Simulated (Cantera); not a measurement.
Feed: 1 mol C2H6, 1.6 mol NH3, held at 2348 K.

These are equilibrium values from Cantera (NASA tables, ideal gas, pure condensed phases), not measurements of a reactor. Candidate condensed phases: C, C6H6, C7H8, C8H18; 92 gas species. The ideal-gas law is rough above about 30 bar. Rates play no part.

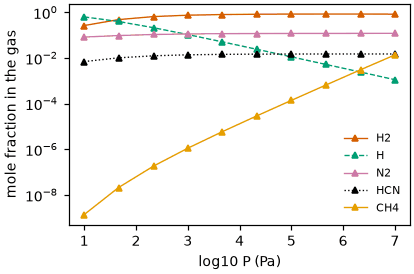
Equilibrium gas composition (values under 1e-9 drawn at 1e-9)

### Question
Read off the mole fractions at 100 bar.

### Answer
H2 about 0.84, N2 about 0.12, HCN about 0.015, CH4 about 0.014, H about 0.0011.
